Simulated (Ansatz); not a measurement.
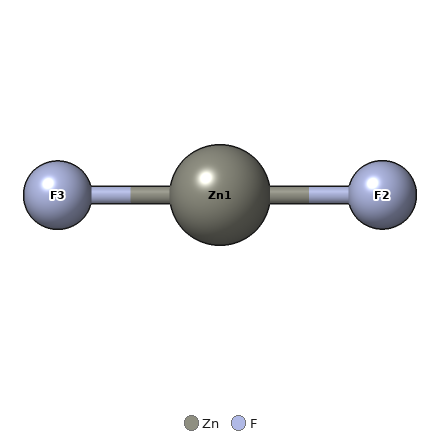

The system is ZnF2; the picture shows the reference structure. First axis: bond length Zn1–F2. Second axis: bond length Zn1–F3. Nothing is relaxed (all other coordinates rigid). The scan uses a 15 × 15 grid. Energies: eV, counted from the lowest grid point. The reference is spin-restricted, which grows unreliable where a bond is stretched far. Method: Ansatz, RKS SPW92 (LDA)/def2-TZVP.

Its coordinates:

| atom | x (Å) | y (Å) | z (Å) |
| --- | --- | --- | --- |
| Zn | -0.0001 | -0.0001 | 0.0000 |
| F | -0.0174 | -0.0216 | 1.7079 |
| F | 0.0175 | 0.0216 | -1.7079 |

Range: bond length Zn1–F2 from 1.503 to 2.135 Å; bond length Zn1–F3 from 1.401 to 2.562 Å.

Question: What will the energy surface look like?

Answer: The lowest grid point is at bond length Zn1–F2 = 1.729 Å, bond length Zn1–F3 = 1.733 Å. It is the only kind of minimum in the scanned range. The highest grid point, bond length Zn1–F2 = 2.135 Å, bond length Zn1–F3 = 2.562 Å, lies 3.91 eV above the lowest. Round the minimum the contours are nearly round: the two directions are equally stiff and uncoupled.

| bond length Zn1–F3 ↓, bond length Zn1–F2 → | 1.503 | 1.548 | 1.593 | 1.639 | 1.684 | 1.729 | 1.774 | 1.819 | 1.864 | 1.909 | 1.955 | 2.000 | 2.045 | 2.090 | 2.135 |
| --- | --- | --- | --- | --- | --- | --- | --- | --- | --- | --- | --- | --- | --- | --- | --- |
| 2.562 | 3.75 | 3.35 | 3.08 | 2.91 | 2.83 | 2.81 | 2.85 | 2.92 | 3.01 | 3.14 | 3.28 | 3.42 | 3.58 | 3.74 | 3.91 |
| 2.479 | 3.46 | 3.06 | 2.79 | 2.63 | 2.55 | 2.53 | 2.57 | 2.64 | 2.74 | 2.86 | 3.00 | 3.15 | 3.31 | 3.47 | 3.64 |
| 2.396 | 3.16 | 2.76 | 2.49 | 2.33 | 2.25 | 2.24 | 2.27 | 2.34 | 2.44 | 2.57 | 2.71 | 2.86 | 3.02 | 3.18 | 3.35 |
| 2.313 | 2.84 | 2.44 | 2.18 | 2.01 | 1.94 | 1.92 | 1.96 | 2.03 | 2.13 | 2.26 | 2.40 | 2.56 | 2.72 | 2.88 | 3.05 |
| 2.230 | 2.51 | 2.11 | 1.85 | 1.69 | 1.61 | 1.60 | 1.64 | 1.71 | 1.81 | 1.94 | 2.09 | 2.24 | 2.40 | 2.57 | 2.74 |
| 2.147 | 2.17 | 1.77 | 1.51 | 1.35 | 1.28 | 1.27 | 1.31 | 1.38 | 1.49 | 1.61 | 1.76 | 1.92 | 2.08 | 2.25 | 2.42 |
| 2.064 | 1.83 | 1.44 | 1.18 | 1.02 | 0.95 | 0.94 | 0.98 | 1.06 | 1.16 | 1.29 | 1.44 | 1.60 | 1.76 | 1.93 | 2.11 |
| 1.981 | 1.51 | 1.12 | 0.86 | 0.70 | 0.63 | 0.62 | 0.67 | 0.75 | 0.85 | 0.98 | 1.13 | 1.29 | 1.46 | 1.63 | 1.80 |
| 1.898 | 1.22 | 0.83 | 0.57 | 0.42 | 0.35 | 0.34 | 0.39 | 0.47 | 0.58 | 0.71 | 0.86 | 1.02 | 1.19 | 1.36 | 1.54 |
| 1.815 | 0.99 | 0.60 | 0.34 | 0.19 | 0.12 | 0.12 | 0.16 | 0.25 | 0.36 | 0.49 | 0.64 | 0.81 | 0.98 | 1.15 | 1.33 |
| 1.733 | 0.87 | 0.48 | 0.22 | 0.07 | 0.00 | 0.00 | 0.05 | 0.13 | 0.24 | 0.38 | 0.53 | 0.70 | 0.87 | 1.04 | 1.22 |
| 1.650 | 0.91 | 0.52 | 0.26 | 0.11 | 0.05 | 0.04 | 0.09 | 0.18 | 0.29 | 0.43 | 0.58 | 0.75 | 0.92 | 1.10 | 1.28 |
| 1.567 | 1.21 | 0.82 | 0.57 | 0.42 | 0.35 | 0.35 | 0.40 | 0.49 | 0.60 | 0.74 | 0.90 | 1.07 | 1.24 | 1.42 | 1.60 |
| 1.484 | 1.94 | 1.55 | 1.29 | 1.14 | 1.08 | 1.08 | 1.12 | 1.21 | 1.33 | 1.47 | 1.63 | 1.80 | 1.97 | 2.15 | 2.34 |
| 1.401 | 3.32 | 2.93 | 2.67 | 2.52 | 2.45 | 2.45 | 2.50 | 2.59 | 2.71 | 2.85 | 3.01 | 3.18 | 3.35 | 3.53 | 3.72 |

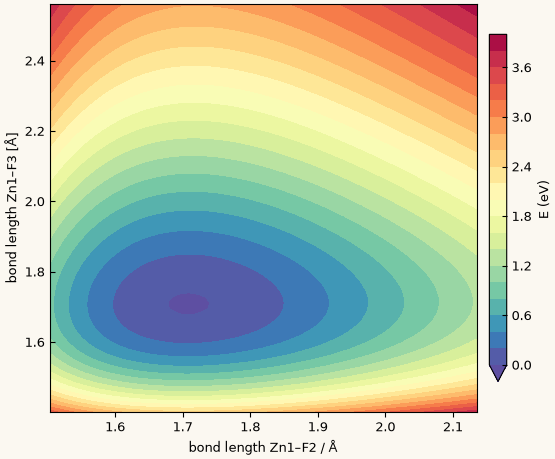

In the figure: filled contours. Between grid points the surface is interpolated.

Each point was launched as `ansatz run input.yaml --threads 1 --pin off --max-ram 2048MiB --backend cpu --events-out ev --progress --plain --runs-dir out`. The whole map (225 points run) took 2.5 min on 1 thread of AMD EPYC 9R45 (Zen 5), with other jobs on the host.
